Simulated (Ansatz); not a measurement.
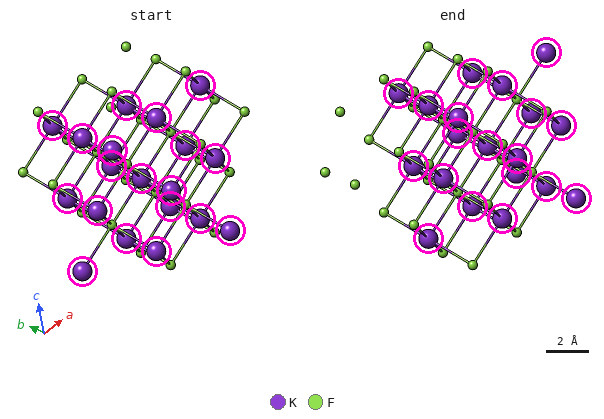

The two relaxed end points of a path for a 2-atom cell of KF (set up in Fm-3m). The picture is a ball-and-stick view of the atoms within 6.1 Å of the middle of the path, seen slightly off an axis. The moving atom is ringed, with any periodic copies. Bonds to atoms that aren't drawn are left out.

Method: DFT, PBE, PAW with Ansatz's default frozen-core files, scalar-relativistic (Ansatz 0.2.0).

The input:
```yaml
crystal:
  lattice:
    - [0.0, 2.67185, 2.67185]
    - [2.67185, 0.0, 2.67185]
    - [2.67185, 2.67185, 0.0]
  atoms:
    - { symbol: K, position: [0.0, 0.0, 0.0] }
    - { symbol: F, position: [0.5, 0.5, 0.5] }
kpoints:
  mp_grid: { grid: [7, 7, 7] }
scf:
  occupations: { method: fermi_dirac, width: 0.02 }
hamiltonian:
  xc: pbe
  pseudopotentials: { kind: paw }
output:
  forces: true
neb:
  images: 3
  f_tol: 0.05
  max_iterations: 40
  relax_end_points: true
  final_atoms:
    - { symbol: K, position: [1.0, 0.0, 0.0] }
    - { symbol: F, position: [0.5, 0.5, 0.5] }
```

Command:
```bash
ansatz run input.yaml --threads 4 --pin off --max-ram 4096MiB --backend cpu --events-out ev --progress --plain --runs-dir out
```

Q: Predict the minimum-energy path and its barrier.

A: The two ends have the same energy, and the highest point, image 3, lies 1.08 eV above the start. The K atom travels furthest, 3.78 Å from end to end, along +a, on a path that bends up to 0.66 Å away from the straight line. At the highest image its nearest neighbour (F) is 2.18 Å away, against 2.67 Å at the start, and the surrounding atoms stand up to 0.47 Å off the mean of their end positions. The band converged in 12 iterations. The largest component of the band force went from 9.8e-09 to 0.037 eV/Å. The climbing image converged on the top of the path. Its curvatures weren't checked.

Energies of the converged images:

```
image  path (Å)  E (eV)
    0      0.00   0.000
    1      0.73   0.752
    2      1.46   0.894
    3      2.19   1.077
    4      3.27   0.000
```

The geometry at the top of the path:

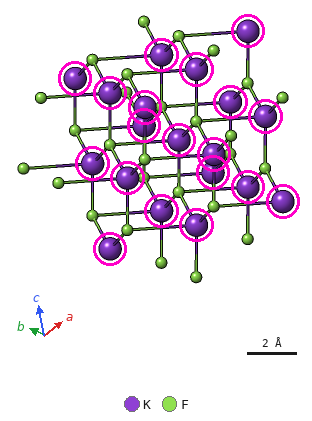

The run took 3.1 min on 4 threads of Arm Neoverse V1 (shared host), peak memory 0.86 GiB.
